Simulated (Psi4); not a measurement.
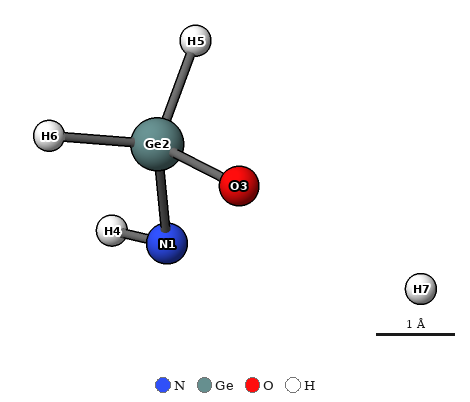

Fig. 1: The input geometry (ball-and-stick view, seen at a tilt; atoms are numbered from 1 in the order of the input). Sticks mark near contacts. Bond lengths as drawn: Ge–H 1.54 Å, Ge–N 1.86 Å, Ge–O 1.77 Å and H–N 1.03 Å.

**Run report: GeNH$_{4}$O, single-point calculation (part 1 of 2)**

GeNH$_{4}$O, multiplicity 2, computed with M06-2X/def2-SVP, UKS (Psi4 1.11).

## The input (job.in)
```
memory 1600 mb

molecule geom {
  0 2
  N     -1.433395     0.541376     0.797469
  Ge    -0.161595     1.528876     1.729069
  O      1.234705     0.462476     1.955969
  H     -2.327095     1.043676     0.777069
  H      0.215105     2.746276     0.857569
  H     -0.601695     1.929176     3.144669
  H      1.614800    -1.294000    -0.296700
  symmetry c1
}

set globals {
  basis     def2-SVP
  reference uks
}

set reference uhf
set stability_analysis follow
set max_attempts 5
energy("scf")
set reference uks
set stability_analysis none
set guess read
set guess_mix false

result = energy("m06-2x")
```

Run as:
```bash
psi4 -i job.in -o job.out -n 1
```

## Log
```
Psi4 1.11 release

   => Loading Basis Set <=

    Name: DEF2-SVP
    Role: ORBITAL
    Keyword: BASIS

         ---------------------------------------------------------
                                   SCF
                              UHF Reference
                        1 Threads,   1525 MiB Core
         ---------------------------------------------------------

  ==> Geometry <==

    Molecular point group: c1
    Full point group: C1

    Geometry (in Angstrom), charge = 0, multiplicity = 2:

       Center              X                  Y                   Z               Mass
    ------------   -----------------  -----------------  -----------------  -----------------
         N           -1.309488988567    -0.685615100112    -0.821653924388    14.003074004430
         GE          -0.037688988567     0.301884899888     0.109946075612    73.921177761000
         O            1.358611011433    -0.764515100112     0.336846075612    15.994914619570
         H           -2.203188988567    -0.183315100112    -0.842053924388     1.007825032230
         H            0.339011011433     1.519284899888    -0.761553924388     1.007825032230
         H           -0.477788988567     0.702184899888     1.525546075612     1.007825032230
         H            1.738706011433    -2.520991100112    -1.915822924388     1.007825032230

  Running in c1 symmetry.

  Rotational constants: A =      0.38933  B =      0.22473  C =      0.15550 [cm^-1]
  Rotational constants: A =  11671.72088  B =   6737.25045  C =   4661.71027 [MHz]
  Nuclear repulsion =  197.602049132174670

  Charge       = 0
  Multiplicity = 2
  Electrons    = 51
  Nalpha       = 26
  Nbeta        = 25

  ==> Algorithm <==

  SCF Algorithm Type is DF.
  DIIS enabled.
  MOM disabled.
  Fractional occupation disabled.
  Guess Type is SAD.
  Energy threshold   = 1.00e-06
  Density threshold  = 1.00e-06
  Integral threshold = 1.00e-12

  ==> Primary Basis <==

  Basis Set: DEF2-SVP
    Blend: DEF2-SVP
    Number of shells: 36
    Number of basis functions: 80
    Number of Cartesian functions: 85
    Spherical Harmonics?: true
    Max angular momentum: 2

   => Loading Basis Set <=

    Name: (DEF2-SVP AUX)
    Role: JKFIT
    Keyword: DF_BASIS_SCF

  ==> Integral Setup <==

  DFHelper Memory: AOs need 0.026 GiB; user supplied 1.118 GiB.
  SCF_SUBTYPE=INCORE selected. In-core MEM_DF algorithm will be used.
  Using in-core AOs.

  ==> MemDFJK: Density-Fitted J/K Matrices <==

    J tasked:                   Yes
    K tasked:                   Yes
    wK tasked:                   No
    Memory [MiB]:              1144
    Algorithm:                 Core
    Schwarz Cutoff:           1E-12
    Mask sparsity (%):       1.9375
    Fitting Condition:        1E-10

   => Auxiliary Basis Set <=

  Basis Set: (DEF2-SVP AUX)
    Blend: DEF2-UNIVERSAL-JKFIT
    Number of shells: 134
    Number of basis functions: 492
    Number of Cartesian functions: 637
    Spherical Harmonics?: true
    Max angular momentum: 5

  Minimum eigenvalue in the overlap matrix is 1.8525329615E-02.
  Reciprocal condition number of the overlap matrix is 4.5071022703E-03.
    Using symmetric orthogonalization.

  ==> Pre-Iterations <==

  SCF Guess: Superposition of Atomic Densities via on-the-fly atomic UHF (no occupation information).

   -------------------------
    Irrep   Nso     Nmo
   -------------------------
     A         80      80
   -------------------------
    Total      80      80
   -------------------------

  ==> Iterations <==

                           Total Energy        Delta E     RMS |[F,P]|

   @DF-UHF iter SAD: -2201.36656499485434   -2.20137e+03   0.00000e+00
   @DF-UHF iter   1: -2205.01968480223286   -3.65312e+00   2.65504e-02 DIIS/ADIIS
   @DF-UHF iter   2: -2205.06207039654691   -4.23856e-02   2.48062e-02 DIIS/ADIIS
   @DF-UHF iter   3: -2205.98248095825693   -9.20411e-01   8.50135e-03 DIIS/ADIIS
   @DF-UHF iter   4: -2206.21507260202270   -2.32592e-01   4.65533e-03 DIIS/ADIIS
   @DF-UHF iter   5: -2206.28599482513346   -7.09222e-02   1.07073e-03 DIIS/ADIIS
   @DF-UHF iter   6: -2206.30915474653830   -2.31599e-02   1.33700e-03 DIIS/ADIIS
   @DF-UHF iter   7: -2206.28808137578017    2.10734e-02   9.42195e-04 DIIS/ADIIS
   @DF-UHF iter   8: -2206.28831639771715   -2.35022e-04   3.40272e-04 DIIS/ADIIS
   @DF-UHF iter   9: -2206.28910250760828   -7.86110e-04   9.82479e-05 DIIS
   @DF-UHF iter  10: -2206.28915719119414   -5.46836e-05   4.72124e-05 DIIS
   @DF-UHF iter  11: -2206.28922419455739   -6.70034e-05   3.77876e-05 DIIS
   @DF-UHF iter  12: -2206.28927272332430   -4.85288e-05   1.76826e-05 DIIS
   @DF-UHF iter  13: -2206.28928497561310   -1.22523e-05   8.89468e-06 DIIS
   @DF-UHF iter  14: -2206.28928659716166   -1.62155e-06   4.50252e-06 DIIS
   @DF-UHF iter  15: -2206.28928724692651   -6.49765e-07   3.02139e-06 DIIS
   @DF-UHF iter  16: -2206.28928748622366   -2.39297e-07   2.15667e-06 DIIS
   @DF-UHF iter  17: -2206.28928764907687   -1.62853e-07   1.68217e-06 DIIS
   @DF-UHF iter  18: -2206.28928776737939   -1.18303e-07   1.31309e-06 DIIS
   @DF-UHF iter  19: -2206.28928786084043   -9.34610e-08   9.39860e-07 DIIS
  Energy and wave function converged.

    Negative totally symmetric eigenvalue detected: -0.369074
    Wavefunction unstable!
    Lowest UHF->UHF stability eigenvalues:
       A -0.369074

    Rotating orbitals by 0.5 * pi / 2 radians along unstable eigenvector.
    Running SCF again with the rotated orbitals.
   @DF-UHF iter  20: -2206.34076816328798   -2.20634e+03   3.35496e-03 DIIS/ADIIS
   @DF-UHF iter  21: -2206.45838148392568   -1.17613e-01   1.22811e-03 DIIS/ADIIS
   @DF-UHF iter  22: -2206.47121787280912   -1.28364e-02   5.10466e-04 DIIS/ADIIS
   @DF-UHF iter  23: -2206.47266424476993   -1.44637e-03   1.33161e-04 DIIS/ADIIS
   @DF-UHF iter  24: -2206.47283163105385   -1.67386e-04   7.09933e-05 DIIS
   @DF-UHF iter  25: -2206.47289056647469   -5.89354e-05   5.39597e-05 DIIS
   @DF-UHF iter  26: -2206.47297092690997   -8.03604e-05   3.66646e-05 DIIS
   @DF-UHF iter  27: -2206.47302621122572   -5.52843e-05   2.50553e-05 DIIS
   @DF-UHF iter  28: -2206.47306229835613   -3.60871e-05   1.37209e-05 DIIS
   @DF-UHF iter  29: -2206.47306987799084   -7.57963e-06   9.81400e-06 DIIS
   @DF-UHF iter  30: -2206.47307338046949   -3.50248e-06   8.44604e-06 DIIS
   @DF-UHF iter  31: -2206.47307576207277   -2.38160e-06   8.19781e-06 DIIS
   @DF-UHF iter  32: -2206.47307838736060   -2.62529e-06   8.11674e-06 DIIS
   @DF-UHF iter  33: -2206.47308361154819   -5.22419e-06   8.00921e-06 DIIS
   @DF-UHF iter  34: -2206.47311278324923   -2.91717e-05   7.51573e-06 DIIS
   @DF-UHF iter  35: -2206.47313440096468   -2.16177e-05   7.46157e-06 DIIS
   @DF-UHF iter  36: -2206.47314892071881   -1.45198e-05   6.74084e-06 DIIS
   @DF-UHF iter  37: -2206.47321202016064   -6.30994e-05   4.82183e-05 DIIS
   @DF-UHF iter  38: -2206.47321308123810   -1.06108e-06   3.55487e-05 DIIS
   @DF-UHF iter  39: -2206.47322984931179   -1.67681e-05   2.99587e-05 DIIS
   @DF-UHF iter  40: -2206.47323298387755   -3.13457e-06   1.93420e-05 DIIS
   @DF-UHF iter  41: -2206.47323597094783   -2.98707e-06   2.58852e-05 DIIS
   @DF-UHF iter  42: -2206.47323610750118   -1.36553e-07   2.50504e-05 DIIS
   @DF-UHF iter  43: -2206.47323658335245   -4.75851e-07   2.40121e-05 DIIS
   @DF-UHF iter  44: -2206.47323691261681   -3.29264e-07   2.15702e-05 DIIS
   @DF-UHF iter  45: -2206.47323792329462   -1.01068e-06   1.47620e-05 DIIS
   @DF-UHF iter  46: -2206.47323953901014   -1.61572e-06   3.80050e-06 DIIS
   @DF-UHF iter  47: -2206.47324052522436   -9.86214e-07   7.41290e-07 DIIS
    Wavefunction stable under totally symmetric rotations.
    Lowest totally symmetric eigenvalue: 0.002664
    Lowest UHF->UHF stability eigenvalues:
       A 0.002664

    Stability analysis over.

  ==> Post-Iterations <==

   @Spin Contamination Metric:   1.011497191E+00
   @S^2 Expected:                7.500000000E-01
   @S^2 Observed:                1.761497191E+00
   @S   Expected:                5.000000000E-01
   @S   Observed:                5.000000000E-01

    Orbital Energies [Eh]
    ---------------------

    Alpha Occupied:

       1A   -405.238581     2A    -52.164834     3A    -46.266350
       4A    -46.266022     5A    -46.265868     6A    -20.607631
       7A    -15.596970     8A     -7.225211     9A     -5.204706
      10A     -5.203423    11A     -5.203126    12A     -1.686145
      13A     -1.680679    14A     -1.678932    15A     -1.675202
      16A     -1.674443    17A     -1.319287    18A     -1.133370
      19A     -0.733355    20A     -0.653599    21A     -0.605667
      22A     -0.565308    23A     -0.555234    24A     -0.532189
      25A     -0.471341    26A     -0.461831

    Alpha Virtual:

      27A      0.089165    28A      0.140179    29A      0.172682
      30A      0.193534    31A      0.230181    32A      0.237967
      33A      0.314571    34A      0.416351    35A      0.518666
      36A      0.540509    37A      0.571986    38A      0.586941
      39A      0.609988    40A      0.640744    41A      0.796321
      42A      0.817477    43A      0.909354    44A      0.970651
      45A      1.001667    46A      1.062170    47A      1.073610
      48A      1.130797    49A      1.190585    50A      1.263236
      51A      1.303978    52A      1.314437    53A      1.550896
      54A      1.602610    55A      1.728351    56A      1.744869
      57A      1.746651    58A      1.760657    59A      1.769024
      60A      1.837614    61A      1.850655    62A      1.956563
      63A      2.135252    64A      2.167213    65A      2.372601
      66A      2.510814    67A      2.572704    68A      2.723205
      69A      2.781439    70A      2.803288    71A      2.821084
      72A      2.837697    73A      2.927064    74A      2.944859
      75A      3.023208    76A      3.057604    77A      3.075322
      78A      3.139546    79A      3.483758    80A      3.570335

    Beta Occupied:

       1A   -405.239172     2A    -52.164720     3A    -46.266198
       4A    -46.265979     5A    -46.265821     6A    -20.567922
       7A    -15.564845     8A     -7.225900     9A     -5.205416
      10A     -5.203896    11A     -5.203001    12A     -1.684960
      13A     -1.680519    14A     -1.676489    15A     -1.674841
      16A     -1.673081    17A     -1.164933    18A     -1.012296
      19A     -0.715356    20A     -0.577905    21A     -0.524579
      22A     -0.519928    23A     -0.482264    24A     -0.473010
      25A     -0.421150

    Beta Virtual:

      26A      0.063779    27A      0.105654    28A      0.151067
      29A      0.181057    30A      0.204474    31A      0.242862
      32A      0.311483    33A      0.320612    34A      0.422145
      35A      0.519568    36A      0.541710    37A      0.577135
      38A      0.602165    39A      0.616170    40A      0.638581
      41A      0.658462    42A      0.827625    43A      0.931331
      44A      0.989273    45A      1.064299    46A      1.093350
      47A      1.153053    48A      1.161960    49A      1.222570
      50A      1.327005    51A      1.334898    52A      1.424573
      53A      1.573642    54A      1.613964    55A      1.618625
      56A      1.631849    57A      1.655721    58A      1.744812
      59A      1.772963    60A      1.847574    61A      1.858840
      62A      1.961878    63A      2.140282    64A      2.172518
      65A      2.399831    66A      2.599380    67A      2.622457
      68A      2.757809    69A      2.803479    70A      2.818265
      71A      2.856177    72A      2.892352    73A      3.006419
      74A      3.042197    75A      3.082098    76A      3.093436
      77A      3.130226    78A      3.173817    79A      3.518919
      80A      3.593742

    Final Occupation by Irrep:
              A
    DOCC [    25 ]
    SOCC [     1 ]
    NA   [    26 ]
    NB   [    25 ]

  @DF-UHF Final Energy: -2206.47324052522436

   => Energetics <=

    Nuclear Repulsion Energy =            197.6020491321746704
    One-Electron Energy =               -3468.0274914554779571
    Two-Electron Energy =                1063.9522017980787041
    Total Energy =                      -2206.4732405252243552

  UHF NO Occupations:
  HONO-2 :   24  A 1.9973790
  HONO-1 :   25  A 1.0645724
  HONO-0 :   26  A 1.0000000
  LUNO+0 :   27  A 0.9354276
  LUNO+1 :   28  A 0.0026210
  LUNO+2 :   29  A 0.0016524
  LUNO+3 :   30  A 0.0012342

Computation Completed

Properties will be evaluated at   0.000000,   0.000000,   0.000000 [a0]

Properties computed using the SCF density matrix

 Multipole Moments:

 ------------------------------------------------------------------------------------
     Multipole            Electronic (a.u.)      Nuclear  (a.u.)        Total (a.u.)
 ------------------------------------------------------------------------------------

 L = 1.  Multiply by 2.5417464519 to convert [e a0] to [Debye]
 Dipole X            :         -0.6047943           -0.2019048           -0.8066991
 Dipole Y            :          4.3676220           -3.2842422            1.0833798
 Dipole Z            :          3.0964077           -2.8958525            0.2005553
 Magnitude           :                                                    1.3655393
```
